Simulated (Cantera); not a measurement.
Input: 1 mol Si, 10 mol HCl, 0.72 mol N2, 3.5 mol NF3, equilibrated at 0.00420 bar.

Method: chemical equilibrium by Gibbs-energy minimisation in Cantera with the NASA 1993 tables (ideal gas, pure condensed phases). Candidate condensed phases: NH4Cl, Si, Si3N4; 49 gas species. Equilibrium is a limit: real reactors are often held back by kinetics, nucleation or transport.

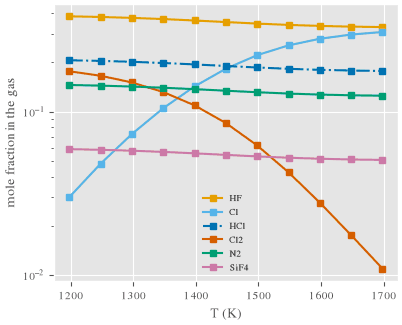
*Equilibrium gas composition (values under 1e-9 drawn at 1e-9)*

Q: Read off the mole fractions at 1298 K.

A: HF about 0.37, HCl about 0.20, Cl2 about 0.15, N2 about 0.14, Cl about 0.073, SiF4 about 0.058.
